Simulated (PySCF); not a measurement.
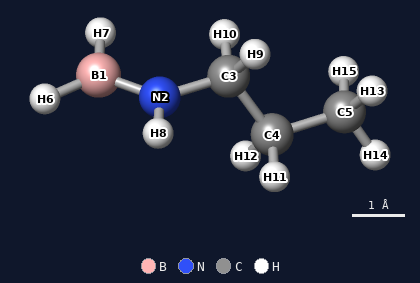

Fig. 1: The structure as given in the input (ball-and-stick view, seen at a tilt; atoms are numbered from 1 in the order of the input). Bond lengths as drawn: B–H 1.21 Å, B–N 1.39 Å, C–C 1.52 Å, C–H 1.10 to 1.11 Å, C–N 1.45 Å and H–N 1.02 Å.

**C₃H₁₀BN: one change and its effect**

System: C₃H₁₀BN, SMILES BNCCC.
Method of run 1: GIAO PBE0/STO-3G NMR shielding, non-relativistic, gas phase (PySCF 2.14.0).

The geometry comes from this level: PBE0-D3(BJ)/def2-SVP. Text and figures count atoms from 1; the logs count them from 0 in places.

**The input, run 1**
```
{"job": {"kind": "nmr", "xc": "PBE0", "basis": "STO-3G", "pop": true}, "charge": 0, "multiplicity": 1}
B     -2.613267    -0.095104    -0.409147
N     -1.424836    -0.319348     0.271439
C     -0.178141     0.395304     0.119500
C      0.951493    -0.471780    -0.422575
C      2.256573     0.291195    -0.578545
H     -3.565837    -0.803491    -0.175989
H     -2.664653     0.804968    -1.217571
H     -1.377918    -1.081681     0.939996
H      0.130625     0.830750     1.088330
H     -0.358086     1.242638    -0.560158
H      1.100978    -1.334160     0.251543
H      0.634289    -0.894495    -1.390625
H      2.594505     0.710946     0.382616
H      3.059776    -0.357980    -0.957007
H      2.147808     1.130285    -1.283968
```

The first line tells a small driver script what to run in PySCF; the rest is the geometry in Å.

Hardware: 1 CPU thread, shared host.

**Output (run 1)**
```
coarse grid: 11608 points
cycle   1  E = -197.3016161671  dE =  2.378e-01  |g| = 2.497e-01  |ddm| = 4.481e+00
cycle   2  E = -197.3020109807  dE = -3.948e-04  |g| = 2.612e-01  |ddm| = 6.120e-01
cycle   3  E = -197.3210045795  dE = -1.899e-02  |g| = 4.133e-02  |ddm| = 3.398e-01
cycle   4  E = -197.3215452994  dE = -5.407e-04  |g| = 1.003e-02  |ddm| = 6.519e-02
cycle   5  E = -197.3215758596  dE = -3.056e-05  |g| = 1.488e-03  |ddm| = 1.392e-02
cycle   6  E = -197.3215766324  dE = -7.728e-07  |g| = 2.324e-04  |ddm| = 2.518e-03
final grid: 109544 points
cycle   7  E = -197.3098087398  dE = -8.291e-06  |g| = 3.383e-03  |ddm| = 1.321e-02
cycle   8  E = -197.3098102512  dE = -1.511e-06  |g| = 2.695e-03  |ddm| = 8.158e-03
cycle   9  E = -197.3098124723  dE = -2.221e-06  |g| = 4.673e-04  |ddm| = 3.781e-03
cycle  10  E = -197.3098125429  dE = -7.059e-08  |g| = 6.251e-05  |ddm| = 6.466e-04
cycle  11  E = -197.3098125440  dE = -1.078e-09  |g| = 1.004e-05  |ddm| = 8.074e-05
cycle  12  E = -197.3098125440  dE = -3.320e-11  |g| = 1.115e-06  |ddm| = 1.485e-05
converged SCF energy = -197.3098125440

GIAO shielding tensors (ppm)
atom      isotropic    diamagn.    paramagn.     s11        s22        s33       span
  0 B       89.295     198.295    -109.000     59.102     66.613    142.170     83.069
  1 N      224.070     310.184     -86.114    149.199    244.920    278.090    128.890
  2 C      186.408     246.632     -60.224    165.109    179.616    214.500     49.391
  3 C      207.992     245.020     -37.028    197.212    206.758    220.006     22.793
  4 C      215.434     242.233     -26.799    208.642    209.008    228.652     20.010
  5 H       28.314      30.327      -2.013     26.444     28.155     30.342      3.898
  6 H       28.384      31.989      -3.605     25.569     27.930     31.653      6.084
  7 H       28.773      31.224      -2.451     22.665     29.064     34.590     11.925
  8 H       30.507      32.537      -2.030     25.002     29.853     36.666     11.663
  9 H       30.167      33.574      -3.407     24.683     30.077     35.741     11.059
 10 H       31.666      32.137      -0.471     25.868     30.415     38.715     12.847
 11 H       31.535      31.906      -0.371     25.866     30.194     38.545     12.678
 12 H       31.895      29.934       1.961     26.829     29.524     39.331     12.502
 13 H       31.663      28.352       3.311     26.528     28.167     40.293     13.765
 14 H       31.822      29.883       1.940     26.660     29.509     39.297     12.637
```

The input of run 2 differs as follows (lines with − go, lines with + come):
```diff
-"basis": "STO-3G"
+"basis": "def2-SVP"
```

Predict how the results change.

The total energy of run 2 is 1422.6 kcal/mol lower, which measures the change of basis and not a stability. The HOMO goes from −5.80 to −7.75 eV. The LUMO goes from 4.17 to 0.52 eV. The dipole moment goes from 2.33 to 2.28 D. Of all shieldings, the largest change is that of N2, by −96.1 ppm. The number of SCF iterations is the same. The basis functions go from 35 to 120.

**Output (run 2)**
```
coarse grid: 11608 points
cycle   1  E = -199.5164771320  dE =  1.889e-01  |g| = 3.366e-01  |ddm| = 3.605e+00
cycle   2  E = -199.5194272466  dE = -2.950e-03  |g| = 3.417e-01  |ddm| = 7.323e-01
cycle   3  E = -199.5488589720  dE = -2.943e-02  |g| = 5.223e-02  |ddm| = 3.474e-01
cycle   4  E = -199.5494036685  dE = -5.447e-04  |g| = 2.496e-02  |ddm| = 6.275e-02
cycle   5  E = -199.5495461705  dE = -1.425e-04  |g| = 5.850e-03  |ddm| = 2.320e-02
cycle   6  E = -199.5495542933  dE = -8.123e-06  |g| = 1.110e-03  |ddm| = 6.424e-03
final grid: 109544 points
cycle   7  E = -199.5768109405  dE = -2.408e-05  |g| = 7.498e-03  |ddm| = 2.144e-02
cycle   8  E = -199.5768034847  dE =  7.456e-06  |g| = 9.353e-03  |ddm| = 1.575e-02
cycle   9  E = -199.5768256662  dE = -2.218e-05  |g| = 1.042e-03  |ddm| = 8.683e-03
cycle  10  E = -199.5768259261  dE = -2.599e-07  |g| = 1.921e-04  |ddm| = 9.443e-04
cycle  11  E = -199.5768259341  dE = -7.987e-09  |g| = 4.672e-05  |ddm| = 2.234e-04
cycle  12  E = -199.5768259347  dE = -6.111e-10  |g| = 1.008e-05  |ddm| = 6.362e-05
converged SCF energy = -199.5768259347

GIAO shielding tensors (ppm)
atom      isotropic    diamagn.    paramagn.     s11        s22        s33       span
  0 B       76.243     201.190    -124.947     44.554     58.930    125.246     80.693
  1 N      127.999     308.746    -180.747     11.961    155.768    216.269    204.307
  2 C      141.247     246.244    -104.997    117.028    131.858    174.855     57.827
  3 C      164.888     246.586     -81.697    149.375    163.258    182.032     32.658
  4 C      181.228     243.161     -61.933    173.734    175.993    193.956     20.222
  5 H       26.696      29.615      -2.919     24.836     26.634     28.617      3.781
  6 H       26.451      31.598      -5.146     23.947     26.618     28.789      4.842
  7 H       26.878      30.795      -3.917     21.759     28.437     30.439      8.680
  8 H       28.468      31.792      -3.324     23.911     29.227     32.266      8.355
  9 H       28.414      32.714      -4.300     24.409     29.225     31.609      7.200
 10 H       30.129      31.624      -1.495     25.885     29.790     34.712      8.827
 11 H       30.078      31.471      -1.393     26.342     29.402     34.488      8.146
 12 H       30.663      29.251       1.412     26.717     28.769     36.502      9.785
 13 H       30.362      27.190       3.172     26.112     27.736     37.239     11.127
 14 H       30.593      29.205       1.388     26.436     28.776     36.568     10.133
```

**The two runs side by side**

| quantity | run 1 | run 2 |
| --- | --- | --- |
| outcome | converged | converged |
| total energy (hartree) | −197.309813 | −199.576826 |
| HOMO (eV) | −5.80 | −7.75 |
| LUMO (eV) | 4.17 | 0.52 |
| dipole moment (D) | 2.33 | 2.28 |
| shielding of B1 (ppm) | 89.3 | 76.2 |
| shielding of N2 (ppm) | 224.1 | 128.0 |
| shielding of C3 (ppm) | 186.4 | 141.2 |
| shielding of C4 (ppm) | 208.0 | 164.9 |
| shielding of C5 (ppm) | 215.4 | 181.2 |
| shielding of H7 (ppm) | 28.4 | 26.5 |
| shielding of H9 (ppm) | 30.5 | 28.5 |
| SCF iterations | 12 | 12 |
| basis functions | 35 | 120 |
| wall time (shared host) | 2.2 s | 10 s |
